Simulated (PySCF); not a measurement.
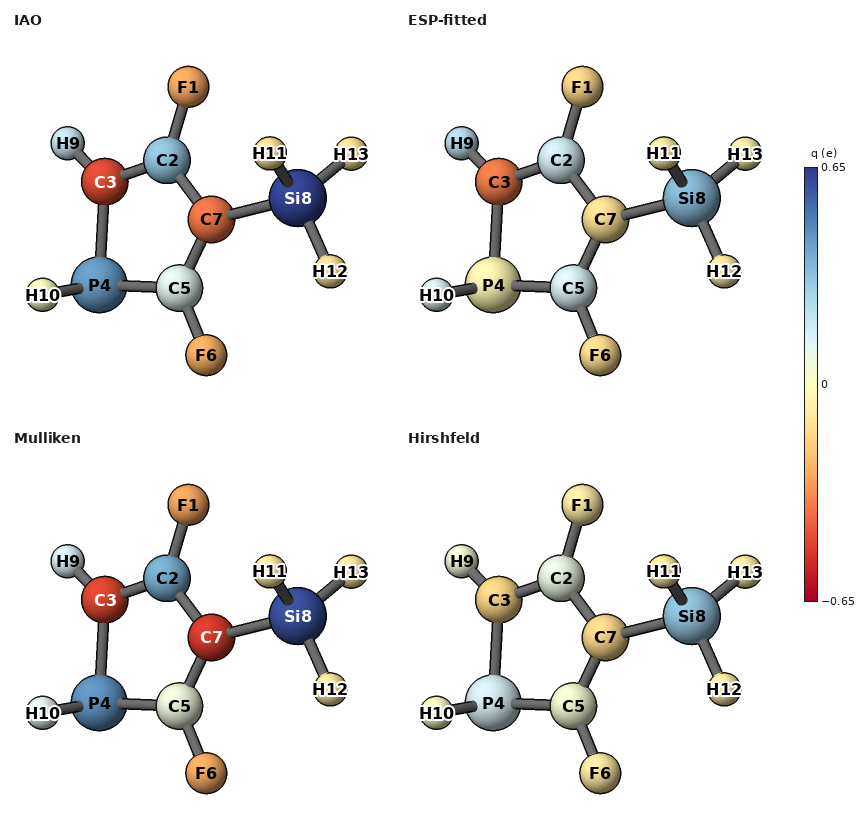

Atomic charges of one calculation by 4 schemes, on one colour scale. Computed geometry: GFN2-xTB optimisation. No frequency run is at hand to confirm it as a minimum. Computed with PBE0/pcSseg-1 (PySCF 2.14.0).

Question. On which atom do the schemes disagree most?

Answer. On P4 (from −0.03 to 0.44 e).

List the charges (e), one line for each set of equivalent atoms.

```csv
atom,IAO,ESP-fitted,Mulliken,Hirshfeld
F1,−0.26,−0.14,−0.27,−0.07
C2,0.31,0.16,0.37,0.08
C3,−0.45,−0.35,−0.46,−0.15
P4,0.42,−0.03,0.44,0.15
C5,0.12,0.13,0.07,0.04
F6,−0.25,−0.13,−0.25,−0.07
C7,−0.36,−0.11,−0.49,−0.14
Si8,0.61,0.34,0.59,0.31
H9,0.18,0.22,0.13,0.05
H10,0.01,0.12,0.10,0.01
H11,−0.11,−0.07,−0.07,−0.07
H12,−0.10,−0.07,−0.08,−0.07
H13,−0.11,−0.06,−0.07,−0.07
```

The geometry is semi-empirical. Around P, Si such bond lengths and angles can be off by a tenth of an ångström or more and by several degrees, and values that hang on the shape move with them.
